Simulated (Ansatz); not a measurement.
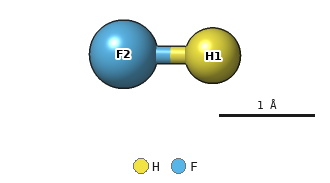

Fig. 1: The starting structure (ball-and-stick view, seen on its broad side; atoms are numbered from 1 in the order of the input). Bond lengths as drawn: F–H 0.94 Å.

**Geometry relaxation of HF**

- system: HF
- method: RKS PBE0-D4/def2-TZVP (Ansatz 0.2.0)

Figures and captions count atoms from 1; the log counts them from 0 in places.

## The program's output
```
Functional definition: PBE0
  name "PBE0"
  cite "Adamo & Barone, J. Chem. Phys. 110, 6158 (1999) doi:10.1063/1.478522"
  cite "Perdew, Burke & Ernzerhof, Phys. Rev. Lett. 77, 3865 (1996) doi:10.1103/PhysRevLett.77.3865"
  parent pbe
  parameter a = 0.25
  parameter kappa = 0.804
  parameter beta = 0.06672455060314922
  exchange = (1 - a)*pbe_x(kappa = kappa, mu = beta*pi^2/3) + a*exact_x
  correlation = pbe_c(beta = beta)
200 factors; their error is unknown
mean field evaluation 1: about -2730.4014 eV, gradient 3.1e1 eV
mean field evaluation 2: about -2729.0487 eV, gradient 4.6e1 eV
mean field evaluation 4: about -2731.7723 eV, gradient 1.4e-1 eV
mean field evaluation 8: about -2731.7850 eV, gradient 1.1e-2 eV
mean field -2731.78495048 eV, -100.3912452599 hartree, gradient 6.8e-6 eV, S^2 0.000000; 0 other end points of the search recorded, 0 dependent functions left out
the calculation of the forces begins
reference -2731.78495927 eV, -100.3912455827 hartree; 5, 5 occupied and 32, 32 virtual orbitals, 200 factors
relax step   1: F+E_penalty+E_count = -2731.78647169 eV  Δ(F+E_penalty+E_count) = +0.000e0 eV  max|allowed force component| = 1.085e0 eV/Å  Δτ_max = 0.0000 Å  (21 SCF iters, accepted)
these checks for a lower state are left out or cut short: starts, cluster_reference, orbital_swaps, neighbouring_geometries, increment
200 factors; their error is unknown
mean field evaluation 16: about -2731.7882 eV, gradient 3.8e-3 eV
mean field -2731.80087973 eV, -100.3918306491 hartree, gradient 2.4e-5 eV, S^2 0.000000; 0 other end points of the search recorded, 0 dependent functions left out
the calculation of the forces begins
reference -2731.80088825 eV, -100.3918309620 hartree; 5, 5 occupied and 32, 32 virtual orbitals, 200 factors
relax step   2: F+E_penalty+E_count = -2731.80239474 eV  Δ(F+E_penalty+E_count) = -1.592e-2 eV  max|allowed force component| = 2.511e-1 eV/Å  Δτ_max = 0.0095 Å  (25 SCF iters, accepted)
these checks for a lower state are left out or cut short: starts, cluster_reference, orbital_swaps, neighbouring_geometries, increment
200 factors; their error is unknown
mean field -2731.80169663 eV, -100.3918606696 hartree, gradient 2.5e-5 eV, S^2 0.000000; 0 other end points of the search recorded, 0 dependent functions left out
the calculation of the forces begins
reference -2731.80170507 eV, -100.3918609795 hartree; 5, 5 occupied and 32, 32 virtual orbitals, 200 factors
relax step   3: F+E_penalty+E_count = -2731.80320982 eV  Δ(F+E_penalty+E_count) = -8.151e-4 eV  max|allowed force component| = 1.651e-2 eV/Å  Δτ_max = 0.0028 Å  (25 SCF iters, accepted)
these checks for a lower state are left out or cut short: starts, cluster_reference, orbital_swaps, neighbouring_geometries, increment
200 factors; their error is unknown
mean field evaluation 32: about -2731.7890 eV, gradient 2.0e-5 eV
mean field -2731.80169955 eV, -100.3918607767 hartree, gradient 2.5e-5 eV, S^2 0.000000; 0 other end points of the search recorded, 0 dependent functions left out
the calculation of the forces begins
reference -2731.80170799 eV, -100.3918610869 hartree; 5, 5 occupied and 32, 32 virtual orbitals, 200 factors
relax step   4: F+E_penalty+E_count = -2731.80321288 eV  Δ(F+E_penalty+E_count) = -3.062e-6 eV  max|allowed force component| = 5.491e-3 eV/Å  Δτ_max = 0.0002 Å  (25 SCF iters, accepted)
these checks for a lower state are left out or cut short: starts, cluster_reference, orbital_swaps, neighbouring_geometries, increment
200 factors; their error is unknown
mean field -2731.80169997 eV, -100.3918607921 hartree, gradient 2.5e-5 eV, S^2 0.000000; 0 other end points of the search recorded, 0 dependent functions left out
the calculation of the forces begins
reference -2731.80170840 eV, -100.3918611022 hartree; 5, 5 occupied and 32, 32 virtual orbitals, 200 factors
relax step   5: F+E_penalty+E_count = -2731.80321326 eV  Δ(F+E_penalty+E_count) = -3.817e-7 eV  max|allowed force component| = 3.570e-6 eV/Å  Δτ_max = 0.0001 Å  (25 SCF iters, accepted)
200 factors; their error is unknown
mean field evaluation 64: about -2731.8017 eV, gradient 1.7e-4 eV
```

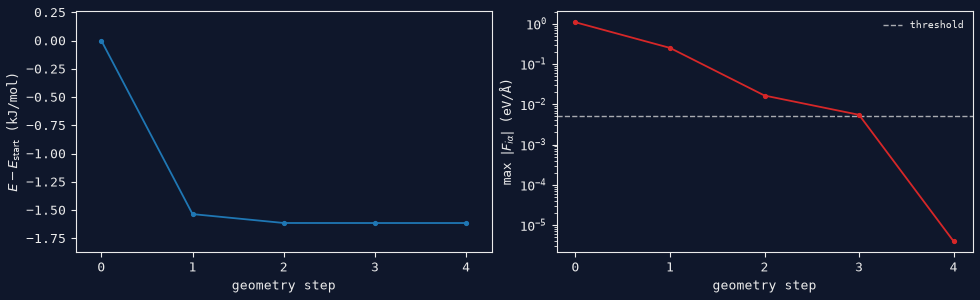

Fig. 2: Progress of the relaxation, step by step (the first geometry is step 0 here and step 1 in the log). The largest moves after the best rigid fit, 0.012 Å, are those of H1 and F2. By element the largest moves are H 0.012 Å, F 0.012 Å. Among the contacts that change: H1–F2 0.944 → 0.920 Å. Over 4 geometry steps the energy falls by 1.62 kJ/mol. The largest force component goes from 1.1 to under 0.0001 eV/Å. (Atoms are counted from 1 in the order of the input.)

```
mean field -2731.80169997 eV, -100.3918607921 hartree, gradient 2.5e-5 eV, S^2 0.000000; 1 other end points of the search recorded, 0 dependent functions left out
the calculation of the forces begins
reference -2731.80170840 eV, -100.3918611022 hartree; 5, 5 occupied and 32, 32 virtual orbitals, 200 factors
Total energy: -2731.80322170 eV, -100.3919167147 hartree
Atom 0 at     1.134097     1.145508     1.133544 Å, force     0.000002     0.000004    -0.000002 eV/Å
Atom 1 at     1.459546     1.887776     0.698091 Å, force    -0.000002    -0.000004     0.000002 eV/Å
Dipole moment:    -0.141783    -0.323371     0.189707 e Å
```

## Trajectory as extended XYZ (Å, eV, eV/Å), 5 frames, from step=1 to step=5
```
2
Properties=species:S:1:pos:R:3:forces:R:3 step=1 energy=-2731.78647
H     1.1298    1.1358    1.1393    0.4759   1.0855  -0.6368
F     1.4638    1.8975    0.6924   -0.4759  -1.0855   0.6368
2
Properties=species:S:1:pos:R:3:forces:R:3 step=2 energy=-2731.80240
H     1.1332    1.1434    1.1348    0.1101   0.2511  -0.1473
F     1.4605    1.8899    0.6969   -0.1101  -0.2511   0.1473
2
Properties=species:S:1:pos:R:3:forces:R:3 step=3 energy=-2731.80321
H     1.1342    1.1456    1.1335   -0.0072  -0.0165   0.0097
F     1.4595    1.8876    0.6982    0.0072   0.0165  -0.0097
2
Properties=species:S:1:pos:R:3:forces:R:3 step=4 energy=-2731.80321
H     1.1341    1.1455    1.1336    0.0024   0.0055  -0.0032
F     1.4596    1.8878    0.6981   -0.0024  -0.0055   0.0032
2
Properties=species:S:1:pos:R:3:forces:R:3 step=5 energy=-2731.80321
H     1.1341    1.1455    1.1335    0.0000   0.0000   0.0000
F     1.4595    1.8878    0.6981    0.0000   0.0000   0.0000
```

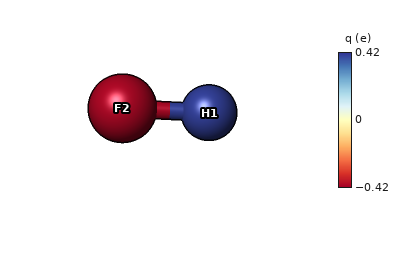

Fig. 3: Mulliken charges, as the colour of each atom (ball-and-stick view, seen at a tilt; atoms are numbered from 1 in the order of the input; Mulliken charges depend strongly on the basis). By element: H +0.40 and F −0.40 e.

This output came from the following input.

## Input
```yaml
crystal:
  periodic: [false, false, false]
  atoms:
    - {symbol: H, position_ang: [1.129821, 1.135757, 1.139265]}
    - {symbol: F, position_ang: [1.463822, 1.897527, 0.692370]}
basis:
  gaussian: {orbitals: def2-TZVP}
hamiltonian: {xc: pbe0, dispersion: d4}
relax: {f_tol: 0.005, max_steps: 200}
```

Launch command:
```bash
ansatz run in.yaml --threads 8 --pin off --events-out ev --progress --plain --max-ram 19148MiB
```

## Key numbers

```json
{"quantity": "outcome", "value": "converged"}
{"quantity": "total energy", "value": "−2731.8032 eV"}
{"quantity": "mean-field energy", "value": "−2731.8017 eV"}
{"quantity": "dispersion energy", "value": "−0.0015 eV"}
{"quantity": "SCF solution under orbital rotations", "value": "stable"}
{"quantity": "largest force (length of the vector) at the end", "value": "under 0.001 eV/Å"}
{"quantity": "dipole moment", "value": "1.93 D"}
{"quantity": "hardware", "value": "8 threads of Arm Neoverse V2, 23 GiB of memory available, shared host"}
{"quantity": "peak memory", "value": "0.49 GiB"}
```
